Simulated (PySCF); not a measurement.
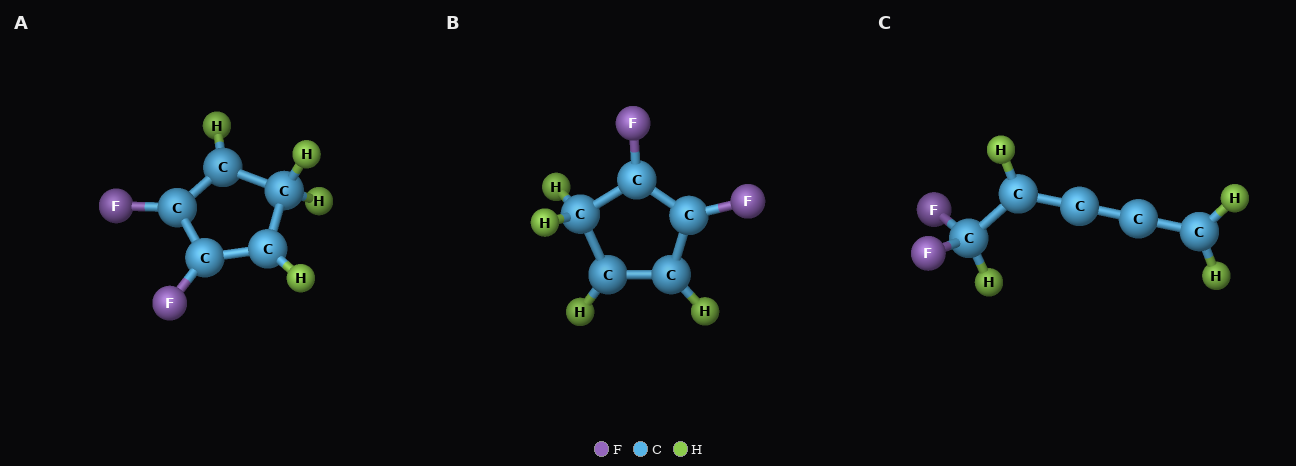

3 stationary structures of one formula. Geometries: PBE0-D3(BJ)/def2-SVP. Electronic energies: PBE0-D3(BJ)/def2-SVP (PySCF 2.14.0), without zero-point energy. No frequency run is at hand to confirm each as a minimum. Each is one conformer, not always the lowest.

**Are they conformers, stereoisomers or constitutional isomers?**

They are constitutional isomers of C5H4F2: A `FC1=CCC=C1F`, B `FC1=C(F)CC=C1`, C `C=C=C=CC(F)F`.

**Rank them by energy, lowest first.**

A is lowest; B lies 0.133 eV above it, C lies 1.622 eV above it.
